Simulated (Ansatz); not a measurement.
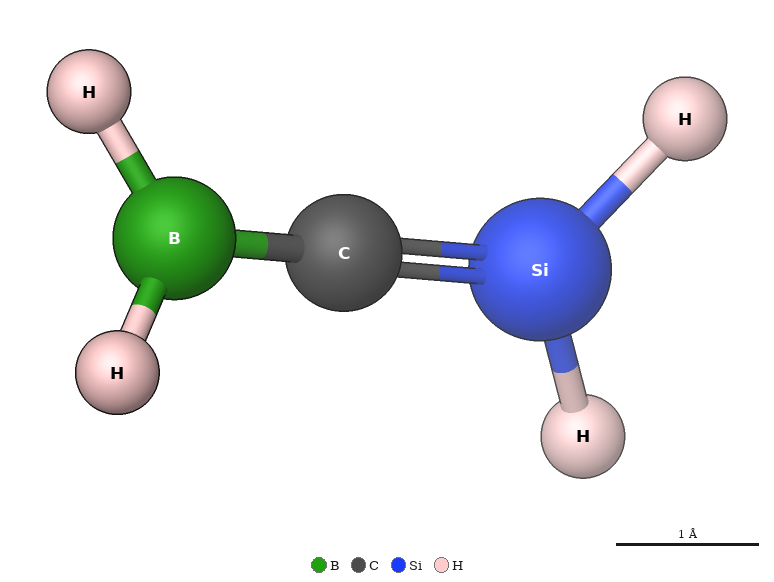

Distant atoms are faded towards the background colour. Charge 0, doublet. The computed structure is the end point of a PBE0-D4/def2-TZVP optimisation. No frequency run is at hand to confirm it as a minimum. Masses are those of the most abundant isotopes; constants are for the rigid equilibrium geometry.

### Classify the rotor and give the rotational constants (MHz).

An asymmetric top (C2): A = 96221, B = 4751, C = 4577 MHz. Ray's parameter κ is −1.00, close to the prolate limit.
